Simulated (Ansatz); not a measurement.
One crystal and one scan (energy against volume) at two levels, PBE (plane waves to 420 eV, PAW, scalar-relativistic; Ansatz, a quantum-chemistry and plane-wave program) and PBEsol (plane waves to 420 eV, PAW, scalar-relativistic; Ansatz), each from its own relaxed cell and on its own mesh. The cell shown is that of PBE.

SiO2 (rutile)

```xyz
6
Lattice="4.2359 0.0000 0.0000 0.0000 4.2359 0.0000 0.0000 0.0000 2.6899" Properties=species:S:1:pos:R:3 pbc="T T T"
Si     2.1179     2.1179     1.3450
Si     0.0000     0.0000     0.0000
O      3.4183     3.4183     1.3450
O      1.3004     2.9355     0.0000
O      2.9355     1.3004     0.0000
O      0.8176     0.8176     1.3450
```

This relaxed cell (volume V₀) is scaled evenly in all directions, its shape held. The atoms relax within the cell's symmetry.

Energies are smeared free energies. SiO2 was relaxed with its symmetry unable to fall. The PAW data are Ansatz's earlier set. With the shape held, the modulus is that of even scaling; a crystal free to change shape is softer. Percentages come from the unrounded values. Both scans cover V/V₀ from 0.840 to 1.160.

```
quantity                                                                       PBE  PBEsol     PBE − PBEsol
---------------------------------------------------------------------------  -----  ------  ---------------
Lattice constant a (Å)                                                       4.236   4.195  +0.041 (+1.0 %)
Lattice constant c (Å)                                                       2.690   2.678  +0.012 (+0.4 %)
Relaxed volume (Å³/atom)                                                      8.04    7.85   +0.19 (+2.4 %)
Pressure at the smallest volume (GPa)                                         71.1    76.1    -5.0 (-6.6 %)
Energy cost of the largest compression (meV/atom)                            244.6   256.0   -11.4 (-4.5 %)
Energy cost of the largest expansion (meV/atom)                              135.5   143.0    -7.5 (-5.2 %)
Bulk modulus at fixed cell shape B₀ (third-order Birch-Murnaghan fit) (GPa)  276.7   297.9   -21.2 (-7.1 %)
Pressure derivative B₀′ (fit)                                                  4.5     4.4      +0.1 (+2 %)
Pressure for 5 % compression (fit) (GPa)                                      15.9    17.1      -1.2 (-7 %)
```

PBE gives the higher value for: lattice constant a; lattice constant c; relaxed volume. PBE gives the lower value for: pressure at the smallest volume; energy cost of the largest compression; energy cost of the largest expansion; bulk modulus at fixed cell shape B₀; pressure for 5 % compression. Neither level is exact: the differences show how much the result hangs on the functional.

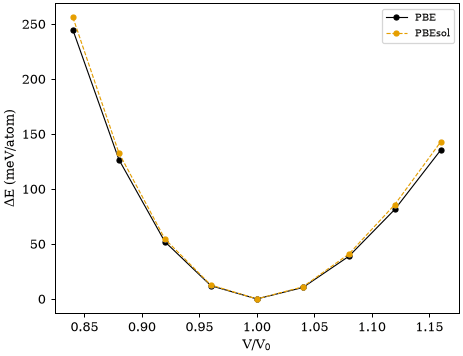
Figure: ΔE, each from the relaxed starting cell of its own level.

(A scan under strain: stresses follow from slopes of the energy per volume, elastic moduli from its curvatures.)
